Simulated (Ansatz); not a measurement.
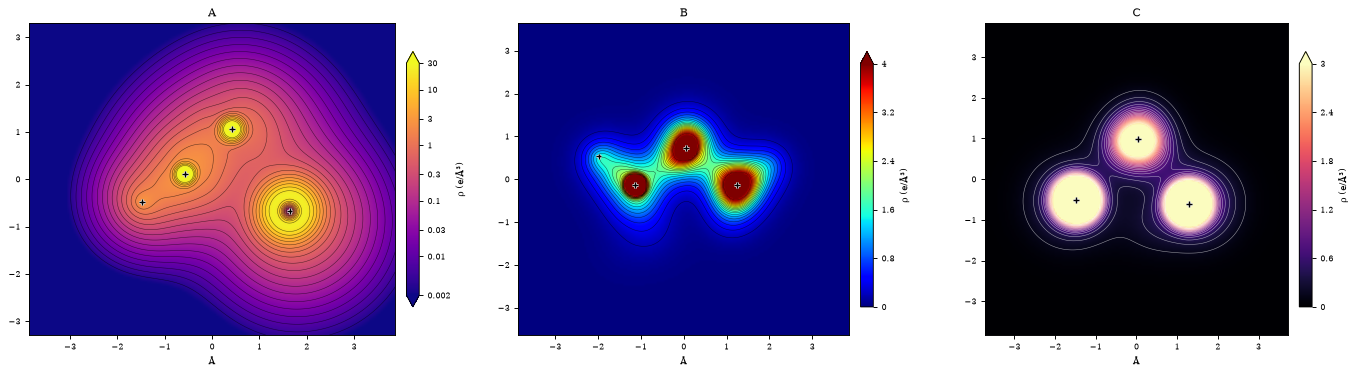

The total electron density of 3 systems, each on a plane through atoms (crosses mark nuclei in the plane).

All numbers below come from Ansatz, isolated molecule in a Gaussian basis; Kohn-Sham density functional theory, functional PBE0.

System 1: CH₇N₂O (SMILES [NH3+]NCO) (charge +1), the plane of atoms C1, N3 and N2. Geometry: BLYP-D3(BJ)/def2-SVP.

```yaml
atoms:
  - { symbol: C, position_ang: [1.4084, -2.2065, -1.7855] }
  - { symbol: N, position_ang: [-0.7041, -1.1504, -1.5494] }
  - { symbol: N, position_ang: [0.3426, -1.8896, -0.8271] }
  - { symbol: O, position_ang: [1.6911, -1.0102, -2.5041] }
  - { symbol: H, position_ang: [-1.2897, -0.6038, -0.8909] }
  - { symbol: H, position_ang: [-1.3263, -1.8275, -2.0345] }
  - { symbol: H, position_ang: [0.7049, -1.2218, -0.1270] }
  - { symbol: H, position_ang: [1.0661, -3.0321, -2.4501] }
  - { symbol: H, position_ang: [2.2600, -2.5717, -1.1718] }
  - { symbol: H, position_ang: [-0.2514, -0.5210, -2.2648] }
  - { symbol: H, position_ang: [2.2776, -1.1852, -3.2681] }
```

System 2: CHBSn (SMILES [B]1=[Sn]=[CH]1), the molecular plane. Geometry: PBE0-D3(BJ)/def2-SVP; core potentials replace the inner electrons of Sn.

```yaml
atoms:
  - { symbol: C, position_ang: [1.4973, 2.0989, 1.0685] }
  - { symbol: B, position_ang: [0.6149, 3.1028, 1.3843] }
  - { symbol: Sn, position_ang: [1.5269, 2.8850, 3.2773] }
  - { symbol: H, position_ang: [2.1174, 1.3171, 0.6394] }
```

System 3: GaGeH₄N, the plane of atoms Ga1, N3 and Ge2. Geometry: PBE0-D3(BJ)/def2-SVP.

```yaml
atoms:
  - { symbol: Ga, position_ang: [1.4200, 1.4694, -1.0083] }
  - { symbol: Ge, position_ang: [-0.7788, 0.6896, 0.4822] }
  - { symbol: N, position_ang: [-0.4177, 0.5291, -1.5019] }
  - { symbol: H, position_ang: [-1.0838, 1.0384, -2.0816] }
  - { symbol: H, position_ang: [-0.3963, -0.4332, -1.8374] }
  - { symbol: H, position_ang: [-0.0987, 2.1932, 0.3224] }
  - { symbol: H, position_ang: [0.8104, 0.2464, 0.6454] }
```

Q: Which map belongs to which system?

A: Panel A is system 2, CHBSn: the plane holds C, B, Sn and H. C–B (1.37 Å): ρ is about 1.8 e/Å³ halfway. Panel B is system 1, CH₇N₂O: the plane holds C, N and H. C–N (1.47 Å): ρ at the midpoint is about 1.9 e/Å³. Panel C is system 3, GaGeH₄N: the plane holds Ga, Ge and N. Ge–N (2.02 Å): ρ is about 0.65 e/Å³ halfway.
